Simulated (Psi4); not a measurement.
# AlBH2OF2 (SMILES O[B](F)[AlH][F]) at SVWN5/6-31G(d) (spherical functions)

Aim: the vertical singlet–triplet gap of AlBH2OF2 at SVWN5/6-31G* (spherical functions), from 2 runs. 

Program for the calculation: Psi4 1.11.

## 1. The molecule

The species is AlBH2OF2 (7 atoms), meant as a singlet with charge 0. SMILES: `O[B](F)[AlH][F]`. The coordinates come from a PBE0-D4/def2-TZVP relaxation. This is one conformer, not always the lowest.

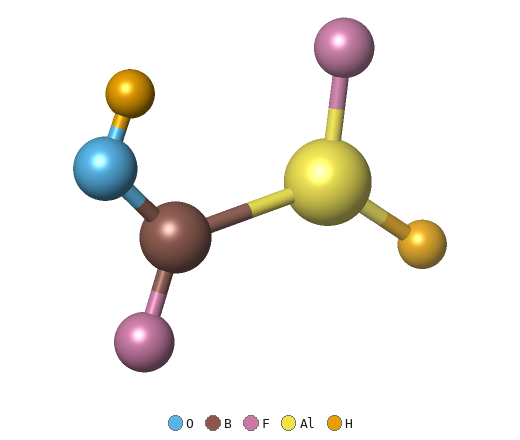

The structure, seen from a chosen angle (oxygen blue, boron brown, fluorine pink, aluminium yellow, hydrogen amber).

## 2. Energy and forces at SVWN5/6-31G(d) (spherical functions)

The input, calc.in:

```
memory 2200 MB

molecule mol {
  0 1
  O      0.462300    -0.166500     1.769000
  B      0.511800    -0.675600     0.519100
  F      1.170800    -1.824800     0.394500
  Al    -0.411500     0.301600    -1.162100
  F     -1.152700     1.713100    -0.697800
  H     -0.019900     0.662300     1.825000
  H     -0.499600    -0.078200    -2.693300
  symmetry c1
}

set {
  basis 6-31G*
  puream true
  e_convergence 1e-09
  d_convergence 1e-08
  scf_type pk
  dft_radial_points 99
  dft_spherical_points 590
}

e, wfn = gradient('scf', dft_functional={"name": "SVWN5", "x_functionals": {"LDA_X": {}}, "c_functionals": {"LDA_C_VWN": {}}}, return_wfn=True)
oeprop(wfn, 'DIPOLE', 'QUADRUPOLE', 'WIBERG_LOWDIN_INDICES')
print_variables()
```

Launch:

```sh
psi4 -n 1 calc.in calc.out
```

calc.out:

```text
[...]
  Running in c1 symmetry.
[...]
  Nuclear repulsion =  190.104529715395870
[...]
  Multiplicity = 1
[...]
  Nalpha       = 23
  Nbeta        = 23
[...]
    Number of basis functions: 78
[...]
   @RKS iter   1:  -540.14621846937689   -4.34122e-01   9.97631e-03 DIIS/ADIIS
[...]
   @RKS iter  13:  -540.37884800943118    2.27374e-13   1.11917e-09 DIIS
[...]
    Orbital Energies [Eh]
    ---------------------
    Doubly Occupied:
       1A    -55.112552     2A    -24.095393     3A    -24.058960
       4A    -18.645712     5A     -6.478342     6A     -3.911790
       7A     -2.547182     8A     -2.541171     9A     -2.537528
      10A     -1.090396    11A     -1.024186    12A     -0.951394
      13A     -0.535173    14A     -0.458412    15A     -0.416696
      16A     -0.399059    17A     -0.384766    18A     -0.357623
      19A     -0.344220    20A     -0.341068    21A     -0.317247
      22A     -0.314104    23A     -0.234378
[...]
  @RKS Final Energy:  -540.37884800943118
   => Energetics <=
    Nuclear Repulsion Energy =            190.1045297153958700
    One-Electron Energy =               -1132.7811931519563586
    Two-Electron Energy =                 452.2047226081991766
    DFT Exchange-Correlation Energy =     -49.9069071810698546
    Empirical Dispersion Energy =           0.0000000000000000
    VV10 Nonlocal Energy =                  0.0000000000000000
    Total Energy =                       -540.3788480094311808
[...]
  -Total Gradient:
     Atom            X                  Y                   Z
    ------   -----------------  -----------------  -----------------
       1       -0.008891993675     0.015006488136     0.000216419521
       2        0.000160542981     0.000355419248     0.001701606179
       3        0.001256679667    -0.002037958157     0.000236869585
       4       -0.003436322269     0.002892047610    -0.008279673505
       5        0.001323765226    -0.002406005262    -0.000597313701
       6        0.008878430636    -0.014740112025     0.000556991346
       7        0.000661927625     0.001005528707     0.006123743284
[...]
 Multipole Moments:
 ------------------------------------------------------------------------------------
     Multipole            Electronic (a.u.)      Nuclear  (a.u.)        Total (a.u.)
 ------------------------------------------------------------------------------------
 L = 1.  Multiply by 2.5417464519 to convert [e a0] to [Debye]
 Dipole X            :          0.4376380           -0.5732381           -0.1356001
 Dipole Y            :         -0.7055306            0.9464908            0.2409603
 Dipole Z            :          0.0641239           -0.0166682            0.0474557
 Magnitude           :                                                    0.2805375
 L = 2.  Multiply by 1.3450342976 to convert [e a0^2] to [Debye ang]
 Quadrupole XX       :       -131.1242989          106.2805476          -24.8437512
 Quadrupole XY       :        149.5576210         -146.1331746            3.4244464
[...]
```

Run time: 9.3 s. Hardware: 1 thread of Intel Xeon 6975P-C (Granite Rapids), shared host; peak memory 0.47 GiB.

## 3. The triplet: a single-point energy at USVWN5/6-31G(d) (spherical functions)

The input, job.inp:

```
memory 2200 mb

molecule {
  0 3
  O
  B 1 R2
  F 2 R3 1 A3
  Al 2 R4 3 A4 1 D4
  F 4 R5 2 A5 3 D5
  H 1 R6 2 A6 3 D6
  H 4 R7 5 A7 6 D7

  R2 = 1.350512
  R3 = 1.330589
  A3 = 115.49284
  R4 = 2.152635
  A4 = 122.09777
  D4 = -179.99289
  R5 = 1.660507
  A5 = 111.03628
  D5 = -179.84343
  R6 = 0.960501
  A6 = 113.4307
  D6 = -179.99672
  R7 = 1.580058
  A7 = 116.76961
  D7 = 179.90713
  symmetry c1
  no_reorient
  no_com
}

set basis 6-31G*
set reference uks
set puream true
set e_convergence 1e-09
set d_convergence 1e-08
set scf_type pk
set dft_radial_points 99
set dft_spherical_points 590
set maxiter 100

E, wfn = energy("scf", dft_functional={"name": "SVWN5", "x_functionals": {"LDA_X": {}}, "c_functionals": {"LDA_C_VWN": {}}}, return_wfn=True)
print_variables()
```

Launch:

```sh
psi4 -i job.inp -o job.out -n 1
```

job.out:

```text
[...]
  Running in c1 symmetry.
[...]
  Nuclear repulsion =  190.104527916309877
[...]
  Multiplicity = 3
[...]
  Nalpha       = 24
  Nbeta        = 22
[...]
    Number of basis functions: 78
[...]
   @UKS iter   1:  -540.02940272699607   -3.17306e-01   9.72028e-03 ADIIS/DIIS
[...]
   @UKS iter  15:  -540.25410573551972   -5.68434e-13   9.97410e-10 DIIS
[...]
   @S^2 Observed:                2.001391714E+00
[...]
    Orbital Energies [Eh]
    ---------------------
    Alpha Occupied:
       1A    -55.124551     2A    -24.127280     3A    -24.067144
       4A    -18.675453     5A     -6.523596     6A     -3.924401
       7A     -2.555711     8A     -2.555527     9A     -2.553296
      10A     -1.120773    11A     -1.032140    12A     -0.980732
      13A     -0.561546    14A     -0.493297    15A     -0.450256
      16A     -0.424743    17A     -0.403938    18A     -0.388239
      19A     -0.358760    20A     -0.348471    21A     -0.341448
      22A     -0.340829    23A     -0.285246    24A     -0.127497
    Alpha Virtual:
      25A     -0.038806    26A     -0.024589    27A     -0.019938
[...]
  @UKS Final Energy:  -540.25410573551972
   => Energetics <=
    Nuclear Repulsion Energy =            190.1045279163098769
    One-Electron Energy =               -1131.8414452934325709
    Two-Electron Energy =                 451.3205689542837717
    DFT Exchange-Correlation Energy =     -49.8377573126808002
    Empirical Dispersion Energy =           0.0000000000000000
    VV10 Nonlocal Energy =                  0.0000000000000000
    Total Energy =                       -540.2541057355197154
[...]
 Multipole Moments:
 ------------------------------------------------------------------------------------
     Multipole            Electronic (a.u.)      Nuclear  (a.u.)        Total (a.u.)
 ------------------------------------------------------------------------------------
 L = 1.  Multiply by 2.5417464519 to convert [e a0] to [Debye]
 Dipole X            :         -0.0039960            0.0053096            0.0013136
 Dipole Y            :         -1.0678444            1.0456465           -0.0221979
 Dipole Z            :          0.1580406           -0.3623810           -0.2043404
 Magnitude           :                                                    0.2055467
[...]
```

Wall time 11 s (1 thread of Intel Xeon 6975P-C (Granite Rapids), shared host); peak memory 0.47 GiB.

## 4. Summary of results

At SVWN5/6-31G* (spherical functions):

```
                                        quantity          value
                           singlet: total energy  -540.37885 Eh
                          singlet: dipole moment         0.71 D
                            singlet: HOMO energy       -6.38 eV
                            singlet: LUMO energy       -2.77 eV
                          singlet: HOMO–LUMO gap        3.61 eV
               singlet: largest force on an atom     0.897 eV/Å
                           triplet: total energy  -540.25411 Eh
                          triplet: dipole moment         0.52 D
     triplet: HOMO energy (highest over α and β)       -3.47 eV
                                   triplet: ⟨S²⟩          2.001
vertical energy of the triplet above the singlet       3.394 eV
```

What this shows: At this shape the triplet lies 3.39 eV (78 kcal/mol) above the singlet. The largest force (singlet) is 0.90 eV/Å: the shape isn't a stationary point for this species at this level.
